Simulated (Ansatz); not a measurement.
Breaking the Cd1–H2 bond in CdH4Si (SMILES [SiH3][CdH]) (multiplicity 1 held, fragments rigid). Energies count from the point at 1.699 Å.
Geometry at that point (charge 0, multiplicity 1):
```xyz
6

Cd    -0.56643    -0.31054    -0.07978
H     -2.04530    -1.12132    -0.28806
Si     1.63488     0.89631     0.23025
H      2.24914     0.59380     1.54999
H      1.47089     2.37203     0.15366
H      2.62571     0.51316    -0.80993
```

R- and RO- levels are restricted; in cc, def2 and unpolarised 6-31G sets they are followed outwards from rest. Unrestricted levels (U-) break spin symmetry where that is lower. Active spaces are followed from a long bond inwards. Curves can end on different states.

Correlated levels freeze the cores.

Programs: Ansatz (a first-principles code). Each number belongs to the level named beside it. In def2 rows elements past Kr take small-core potentials, without spin–orbit coupling.

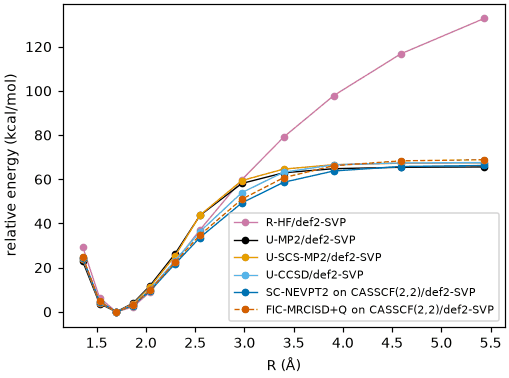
Relative energy along the coordinate

Problem. Read off the R-HF/def2-SVP curve at R = 3.399.

Solution. about 79 kcal/mol

Doubts at one or more of the structures used: a restricted determinant that unrestricted orbitals would lower (R-HF/def2-SVP); a spin-contaminated determinant (U-MP2/def2-SVP, U-SCS-MP2/def2-SVP, U-CCSD/def2-SVP).
